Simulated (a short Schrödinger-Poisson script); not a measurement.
Structure: MOS inversion layer, Si3N4 on p-type Si(110), at 400 K.

```
layer  material  thickness (nm)  Na (cm⁻³)
-----  --------  --------------  ---------
1         Si3N4             2.6          -
2            Si             210     4.1e18
```

The device is made up for the run: typed textbook-type constants, with dimensions and the other settings drawn at random. Si3N4: permittivity 7.5, conduction-band edge (eV) 1.95, gap (eV) 5.1, electron mass (mₑ) 0.5. Si: permittivity 11.7, conduction-band edge (eV) 0, gap (eV) 1.124, Nv at 300 K (cm⁻³) 3.1e19.

Channel valleys (confinement mass, in-plane density-of-states mass, number): Δ4 0.315, 0.324, 4; Δ2 0.19, 0.417, 2. At the gate the conduction-band edge of layer 1 lies 2.15 eV − eVg above the Fermi level of the channel; the field vanishes at the back. Gaps are held at their typed values at every temperature. Mesh 0.03 nm at interfaces.

Solved with a short Schrödinger-Poisson script written for these runs: 1D Poisson equation in equilibrium, electrons quantum, Hartree (BenDaniel-Duke, 12 states a valley, the channel's in-plane mass for all, wave functions free to enter the dielectric), parabolic valleys, classical holes, full ionisation, no traps, pinning or gate leakage.

Only gate voltages with over 1e8 electrons/cm² are shown.

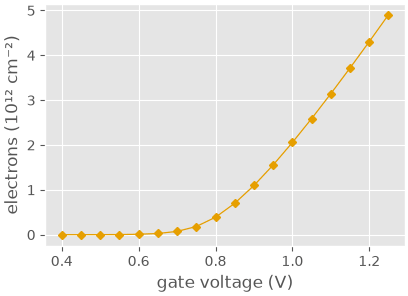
Figure: Sheet density against gate voltage

```csv
Vg (V),electrons (cm⁻²),C (μF/cm²),Δ4 E0 (meV),Δ4 E1 (meV),Δ2 E0 (meV),Δ2 E1 (meV)
0.4,1.31e8,0.520,418.6,584.8,444.0,637.9
0.45,3.75e8,0.511,382.2,551.9,408.0,606.2
0.5,1.08e9,0.503,345.5,518.6,371.6,574.0
0.55,3.15e9,0.500,308.6,485.0,335.1,541.5
0.6,9.16e9,0.507,271.7,451.2,298.5,508.8
0.65,2.64e10,0.542,235.2,417.8,262.3,476.4
0.7,7.28e10,0.642,200.0,385.6,227.5,445.2
0.75,1.82e11,0.839,168.3,356.7,196.0,417.0
0.8,3.89e11,1.10,141.9,333.0,170.0,394.0
0.85,7.00e11,1.34,121.4,314.9,149.7,376.5
0.9,1.10e12,1.51,105.6,301.5,134.2,363.4
0.95,1.56e12,1.64,93.2,291.3,122.1,353.6
1,2.06e12,1.73,83.2,283.5,112.3,346.1
1.05,2.59e12,1.80,74.9,277.3,104.2,340.1
1.1,3.14e12,1.85,67.8,272.2,97.3,335.2
1.15,3.72e12,1.89,61.6,268.0,91.4,331.2
1.2,4.31e12,1.93,56.1,264.5,86.1,327.9
1.25,4.90e12,1.95,51.2,261.6,81.4,325.0
```

Subbands count from the Fermi level.
